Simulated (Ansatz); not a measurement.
**Fields on a plane of Be (hcp, Mg type)**

```xyz
2
Lattice="2.2571 0.0000 0.0000 -1.1286 1.9547 0.0000 0.0000 0.0000 3.5529" Properties=species:S:1:pos:R:3 pbc="T T T"
Be     0.0000     1.3031     2.6647
Be     1.1286     0.6516     0.8882
```

The slice is a (1 -1 0 0) plane (indices of the conventional cell) through the point (0.333, 0.667, 0.750) (fractional), spanned by u = [110] and v = [001] in vectors of this cell: u (2.26 Å) and v (3.55 Å, at 90° to u). It covers one period; positions are fractions (u, v).

Atoms on it: Be at (0.00, 0.00). Other atoms lie within 1 Å of the plane.

Calculation: PBEsol (plane waves to 420 eV, PAW, scalar-relativistic; Ansatz, a first-principles code). k mesh 23×23×13. Inside the PAW spheres the values are not all-electron values, and peaks at nuclei hang on which shells count as valence. Be was relaxed with its symmetry unable to fall.

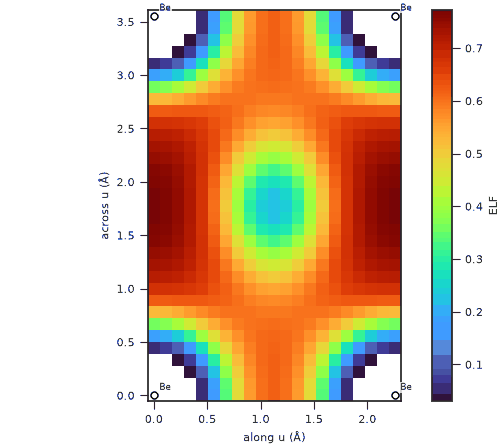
Electron localisation function (ELF), one period of the plane, atoms marked. Points within 0.4 Å of a nucleus are left white, as the pseudised field means little there.

```
v \ u  0.00  0.10  0.20  0.30  0.40  0.50  0.60  0.70  0.80  0.90
-----  ----  ----  ----  ----  ----  ----  ----  ----  ----  ----
0.88      x     x     x     x   5.0   6.3   5.0     x     x     x
0.75      x   3.5   4.5   5.6   6.1   6.3   6.1   5.6   4.5   3.5
0.62    7.2   6.8   5.4   3.4     x     x     x   3.4   5.4   6.8
0.50    7.1   6.3   4.0     x     x     x     x     x   4.0   6.3
0.38    7.2   6.8   5.4   3.4     x     x     x   3.4   5.4   6.8
0.25      x   3.5   4.5   5.6   6.1   6.3   6.1   5.6   4.5   3.5
0.12      x     x     x     x   5.0   6.3   5.0     x     x     x
0.00      x     x     x     x   3.0   5.1   3.0     x     x     x
```

Values: electrostatic potential energy of an electron, from the cell's mean, in eV. Points within 0.9 Å of a nucleus are blanked (x), as the pseudised field means little there. The zero, the cell's mean, hangs on the PAW cores.

Density on the Be–Be line (2.26 Å) at its midpoint: 0.26 e/Å³
ELF at that point: 0.62
ELF maximum in the middle third of the Be–Be line: 0.62, 1.1 Å from Be
